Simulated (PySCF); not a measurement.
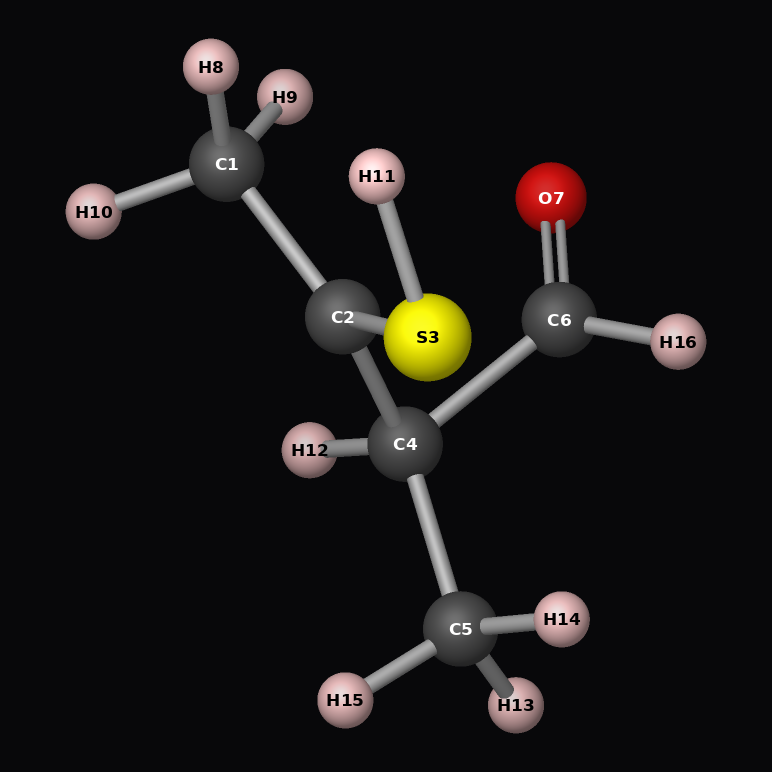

Charge 0, doublet. The geometry was computed by an optimisation with GFN2-xTB. No frequency run is at hand to confirm it as a minimum. Computed with UKS B3LYP, pcH-1 on C H O S, non-relativistic (PySCF 2.14.0). Fermi-contact and spin-dipolar terms alone, no spin-orbit part.

Question. Which nucleus has the largest dipolar (anisotropic) hyperfine coupling?

Answer. 13C at C2: principal values −62.5, −61.1, 123.6 MHz.

List the isotropic and dipolar parts for the most strongly coupled nuclei, one of each equivalent set.

```
atom  isotope  a_iso (MHz)   dipolar part (MHz)
  C2      13C         77.0  −62.5, −61.1, 123.6
  O7      17O        −10.6    −52.4, 23.2, 29.2
  S3      33S          5.9   −20.3, −15.9, 36.3
  C6      13C         38.1    −12.4, −5.0, 17.3
 H16       1H          1.1      −4.1, −3.5, 7.6
 H10       1H         77.6      −3.6, −3.2, 6.8
  H8       1H          3.0      −3.6, −2.7, 6.3
  H9       1H         62.0      −4.2, −1.9, 6.2
```
